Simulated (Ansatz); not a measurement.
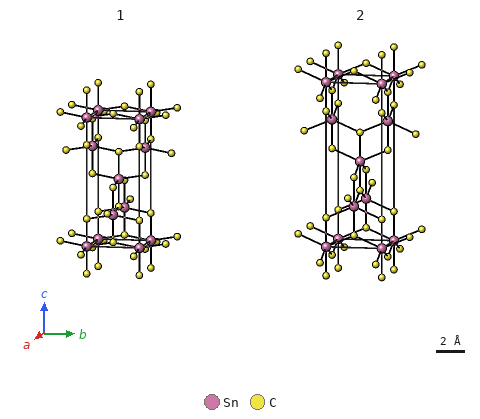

Two geometries of solid SnC₂ (a generated structure, set up in I4_1/amd) (coarse preliminary run), drawn at one scale. One is the start of a relaxation, the other its converged end. A ball-and-stick model of the conventional cell (2 times the calculation's cell), seen slightly off an axis. Lengths and directions refer to the drawn axes.

These are results of DFT PBE, scalar-relativistic, plane waves, PAW in Ansatz, not measurements. Set-up: plane-wave cutoff 420 eV; k-point mesh 6 × 6 × 6; occupations gaussian; smearing width 0.1 eV; no spin polarisation; cell and atoms relaxed; force threshold 0.04 eV/Å; at most 70 steps.

> Which one is relaxed?

Structure 2 is the relaxed one. The largest moves relative to the cell, 0.45 Å, are those of C atoms. Sn stays in place. Cell: a = b 3.972 → 4.203 Å (+5.8 %), c 9.578 → 12.239 Å (+27.8 %). Volume +43.1 %. Some distances before and after: C–Sn 2.018 → 2.287 Å, C–Sn 2.038 → 2.159 Å. Among the angles between lasting bonds that change: C–Sn–C 159.7° → 133.6°, Sn–C–Sn 159.7° → 133.6°, C–Sn–C 100.2° → 113.2°. The space group stays I4_1/amd (No. 141). The energy falls by 4.321 eV per cell of the calculation in 10 accepted moves (14 points after the start). Largest force component: 1.6 eV/Å at the start, 0.025 eV/Å at the end. Pressure: 60.08 GPa at the start and −0.04 GPa at the end. The line search rejected the trial steps at points 7, 8 of the run. The SCF was repeated twice at an unchanged geometry on a basis and grid sized afresh for the cell, which shifted the energy by 0.263 eV per cell of the calculation at most. The run took 83 s on 1 thread of Arm Neoverse V1 (shared host), peak memory 0.45 GiB.
